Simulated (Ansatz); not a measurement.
**Ligand exchange: C2H3Cl3 + C3H6Sn → C2H4Cl2 + C3H5ClSn**

Gas-phase species: C2H3Cl3 `CC(Cl)(Cl)Cl`, singlet; C3H6Sn `C#[C][SnH2][CH3]`, singlet; C2H4Cl2 (1,1-dichloroethane) `CC(Cl)Cl`, singlet; C3H5ClSn `C#[C][SnH]([CH3])[Cl]`, singlet. The partners trade Cl for H: C–Cl and Sn–H bonds give way to C–H and Sn–Cl.

Shapes, held fixed at every level: PBE0-D4/def2-TZVP. Programs: Ansatz 0.2.0. The zero-point and thermal change to 298 K, harmonic and unscaled (PBE0-D4/def2-TZVP), is +12.8 kJ/mol.

| level | kind | ΔH(298 K) (kJ/mol) | less CCSD(T)/def2-TZVPP |
| --- | --- | --- | --- |
| PBE-D4/def2-TZVPP | GGA | -156.3 | +6.3 |
| r2SCAN-D4/def2-TZVPP | meta-GGA | -165.7 | -3.1 |
| BHLYP-D4/def2-TZVPP | global hybrid | -178.7 | -16.1 |
| wB97X-V/def2-TZVPP | range-separated hybrid | -165.3 | -2.7 |
| MP2/def2-SVP | perturbation theory | -157.9 | +4.7 |
| MP2/def2-TZVPP | perturbation theory | -162.7 | -0.1 |
| CCSD/def2-TZVPP | coupled cluster or CI | -168.0 | -5.4 |
| CCSD(T)/def2-TZVPP | coupled cluster or CI | -162.6 | 0.0 |

The highest level, CCSD(T)/def2-TZVPP, gives ΔH(298 K) = -162.6 kJ/mol; the levels span -178.7 to -156.3. The column of differences is taken from that level and isn't an error. No measured value is set beside it here. For atoms past krypton def2 sets carry core potentials with scalar relativity. Outer-core shells of Sn are correlated, in sets that cover them unevenly.

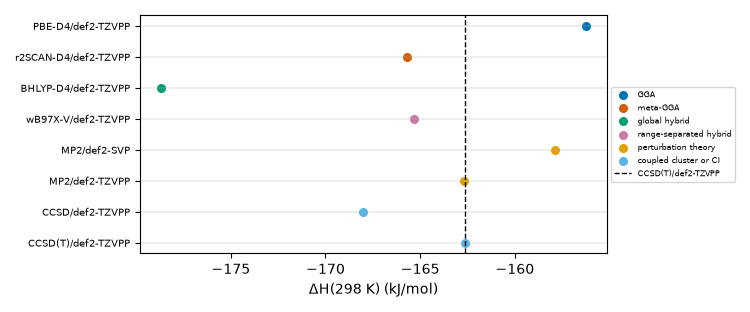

The values of the table, level by level.
